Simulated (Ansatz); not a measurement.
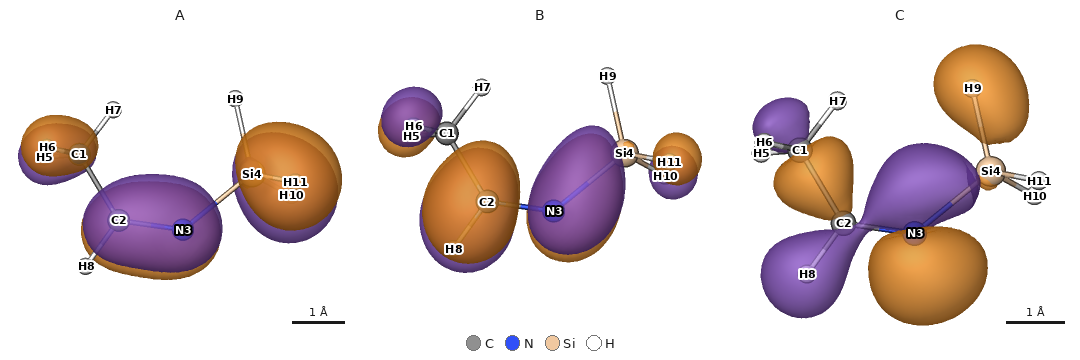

Figure 1: C₂H₇NSi. Three frontier orbitals at ±0.1 Å⁻³ᐟ² (orange and purple are the two phases), in no order.

Geometry: PBE0-D4/def2-TZVP.

Computed with Ansatz, RKS PBE0-D4/def2-TZVPP.

The calculation's input:

```
crystal:
  periodic: [false, false, false]
  atoms:
    - {symbol: C, position_ang: [-0.801511, 1.355916, 0.164024]}
    - {symbol: C, position_ang: [-1.092584, -0.002382, -0.388702]}
    - {symbol: N, position_ang: [-0.334642, -1.004945, -0.450069]}
    - {symbol: Si, position_ang: [1.301095, -1.266389, 0.046656]}
    - {symbol: H, position_ang: [-0.951682, 2.109230, -0.615932]}
    - {symbol: H, position_ang: [-1.515234, 1.588892, 0.960650]}
    - {symbol: H, position_ang: [0.212735, 1.438076, 0.553604]}
    - {symbol: H, position_ang: [-2.113291, -0.110549, -0.788198]}
    - {symbol: H, position_ang: [2.009570, -0.112136, 0.680631]}
    - {symbol: H, position_ang: [2.064439, -1.665931, -1.161970]}
    - {symbol: H, position_ang: [1.286605, -2.386882, 1.020004]}
basis:
  gaussian: {orbitals: def2-TZVPP}
hamiltonian: {xc: pbe0, dispersion: d4}
output: {orbitals: {seedname: orbitals}}
```

Launched as:

```sh
ansatz run in.yaml --threads 2 --pin off --events-out ev --progress --plain --max-ram 4352MiB
```

Question: Which picture is the HOMO−1, the HOMO and the LUMO?

Answer: A is the HOMO−1 (−8.70 eV). It lies mainly on N3 (about 25 %), C2 (about 20 %), Si4 (about 20 %), H10 (about 15 %) and H11 (about 15 %). C is the HOMO (−6.91 eV). It lies mainly on N3 (about 55 %), Si4 (about 10 %), C2 (about 10 %), C1 (about 10 %), H8 (about 5 %) and H9 (about 5 %). B is the LUMO (−0.63 eV). By Hirshfeld shares it lies mainly on C2 (about 40 %), N3 (about 25 %), Si4 (about 10 %) and C1 (about 5 %); π-antibonding (π*) across C2–N3.

Question: What is the HOMO–LUMO gap?

Answer: 6.28 eV between the orbital energies.
